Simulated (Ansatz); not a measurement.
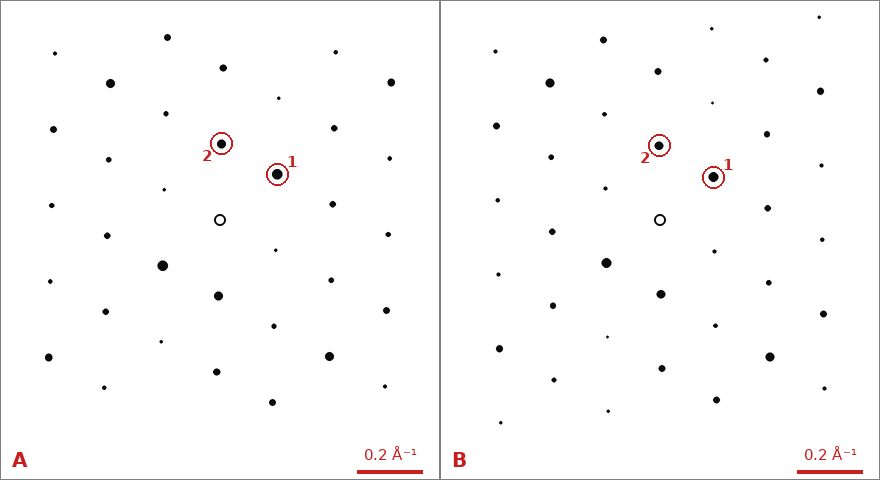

Kinematic electron diffraction patterns (120 kV, B = 0.5 Å², same scale) along [1-10] of the run's own cell, for the start and the end of one relaxation of Al2Cl3 with DFT PBE, scalar-relativistic, plane waves, PAW in Ansatz 0.2.0. k mesh 6×6×6. The start is a generated model structure, and the relaxation ends in the nearest stationary point of its symmetry, not necessarily the ground state. Spot 1 is -2 -2 -2 and spot 2 is -1 -1 -2 in both.

Start structure:

```yaml
crystal:
  lattice:
    - [3.19641, 1.84545, 8.81568]
    - [-3.19641, 1.84545, 8.81568]
    - [0.00000, -3.69090, 8.81568]
  atoms:
    - { symbol: Al, position: [0.37006, 0.37006, 0.37006] }
    - { symbol: Al, position: [0.12994, 0.12994, 0.12994] }
    - { symbol: Al, position: [0.62994, 0.62994, 0.62994] }
    - { symbol: Al, position: [0.87006, 0.87006, 0.87006] }
    - { symbol: Cl, position: [0.60934, 0.89066, 0.25000] }
    - { symbol: Cl, position: [0.25000, 0.60934, 0.89066] }
    - { symbol: Cl, position: [0.89066, 0.25000, 0.60934] }
    - { symbol: Cl, position: [0.39066, 0.10934, 0.75000] }
    - { symbol: Cl, position: [0.75000, 0.39066, 0.10934] }
    - { symbol: Cl, position: [0.10934, 0.75000, 0.39066] }
```

Which pattern belongs to the start structure, and which to the relaxed one?

Answer. A is the start: its cell gives d(1) = 4.408 Å, d(2) = 4.245 Å and an angle of 50.1°. B is the relaxed structure, with d(1) = 4.710 Å (+6.9 %), d(2) = 4.347 Å (+2.4 %) and 52.0°.

Summarise the relaxation behind the change.

Answer. The volume changed by +6.0 % to 33.08 Å³ an atom; with the mean shift removed, the atoms moved by up to 0.09 Å relative to the cell (Al most); the space group stayed R-3c (No. 167); the free energy fell by 2.1 meV an atom. Relaxed cell: a = 10.112 Å, b = 10.112 Å, c = 10.112 Å, α = 36.70°, β = 36.70°, γ = 36.70°.
